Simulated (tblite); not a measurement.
Geometry relaxation, with input and output: C5H10GeO (part 3 of 3)

Continued. System: C5H10GeO, SMILES C=C1CC([O][GeH3])C1. Method: GFN2-xTB geometry optimisation, gas phase (tblite 0.8.0). It belongs to a series of runs on one base structure; here: constitutional isomer.

Geometry of the input (Å):
```
C  -2.1546  1.4569  0.2196
C  -1.4415  0.3519  0.2850
C  -0.5807  -0.3688  1.2999
C  0.2681  -0.7182  0.0742
O  0.9183  0.4057  -0.3276
Ge 2.6300  0.2039  -0.7092
C  -1.0891  -0.7947  -0.6356
H  -2.1963  2.0851  1.0989
H  -2.6646  1.6675  -0.7149
H  -0.0863  0.2661  2.0497
H  -1.0951  -1.2781  1.6935
H  0.8180  -1.6551  0.1616
H  3.2220  1.6399  -0.9377
H  3.3225  -0.4639  0.5103
H  2.8259  -0.5819  -2.0251
H  -1.0666  -0.4880  -1.6778
H  -1.6372  -1.7164  -0.3747
```

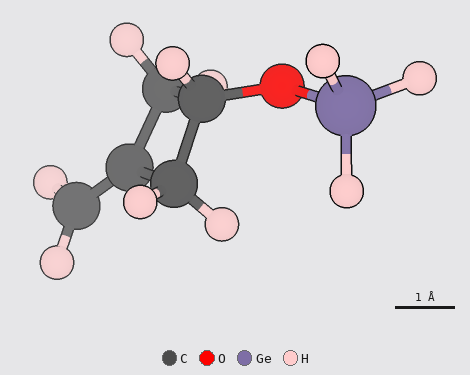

*The geometry at step 167 of the log (ball-and-stick view, seen at a tilt).*

### Trajectory as extended XYZ, continued
```
17
Properties=species:S:1:pos:R:3:forces:R:3 step=161 energy=-592.34484
C    -2.8943    0.6035    0.3046   -0.0340   0.0100  -0.0100
C    -1.6076    0.3304    0.3192    0.0070   0.0000  -0.0070
C    -0.5315    0.4523    1.3627    0.0370  -0.0020  -0.0050
C     0.3871   -0.3876    0.4508    0.0060  -0.0080  -0.0020
O     1.6327    0.2050    0.2068   -0.0150  -0.0060   0.0150
Ge    2.8330   -0.3186   -0.9431    0.0070   0.0070  -0.0230
C    -0.6637   -0.2905   -0.6746    0.0120  -0.0020  -0.0090
H    -3.3871    1.0399    1.1571   -0.0060  -0.0100  -0.0020
H    -3.5051    0.4046   -0.5600    0.0000   0.0060   0.0030
H    -0.1570    1.4684    1.4780    0.0000   0.0090   0.0020
H    -0.7544    0.0386    2.3446    0.0110  -0.0020  -0.0050
H     0.5131   -1.4138    0.8146   -0.0010   0.0070  -0.0050
H     3.9010    0.6837   -0.6839   -0.0090  -0.0130   0.0110
H     3.2496   -1.7338   -0.6491    0.0140  -0.0020   0.0100
H     2.3025   -0.2484   -2.3502   -0.0100   0.0070   0.0100
H    -0.3506    0.4068   -1.4536   -0.0150  -0.0060   0.0060
H    -0.9747   -1.2285   -1.1338   -0.0040   0.0040   0.0120
17
Properties=species:S:1:pos:R:3:forces:R:3 step=167 energy=-592.34538
C    -2.8909    0.6183    0.2984   -0.0040   0.0000   0.0000
C    -1.6065    0.3325    0.3185    0.0020  -0.0030   0.0010
C    -0.5292    0.4467    1.3627   -0.0030  -0.0010   0.0020
C     0.3834   -0.4010    0.4530   -0.0010   0.0030   0.0030
O     1.6320    0.1848    0.2142    0.0040   0.0030  -0.0030
Ge    2.8344   -0.3130   -0.9440    0.0030   0.0000  -0.0040
C    -0.6673   -0.3007   -0.6725   -0.0020   0.0010   0.0000
H    -3.3845    1.0580    1.1486    0.0000   0.0000   0.0010
H    -3.5000    0.4249   -0.5686    0.0020   0.0010   0.0000
H    -0.1489    1.4610    1.4784    0.0030  -0.0030  -0.0030
H    -0.7536    0.0344    2.3446   -0.0030   0.0010   0.0010
H     0.5034   -1.4269    0.8187   -0.0030   0.0000  -0.0020
H     3.8885    0.6987   -0.6688    0.0000  -0.0010   0.0020
H     3.2776   -1.7242   -0.6663   -0.0010   0.0010   0.0000
H     2.2957   -0.2301   -2.3466   -0.0010   0.0000   0.0020
H    -0.3533    0.3884   -1.4577    0.0010  -0.0020   0.0000
H    -0.9879   -1.2397   -1.1226    0.0010  -0.0010   0.0010
```

### Key numbers

```tsv
quantity	value
outcome	converged
total energy	−592.3454 eV
hardware	1 CPU thread, shared host
wall time	0.85 s
peak memory	0.18 GiB
```
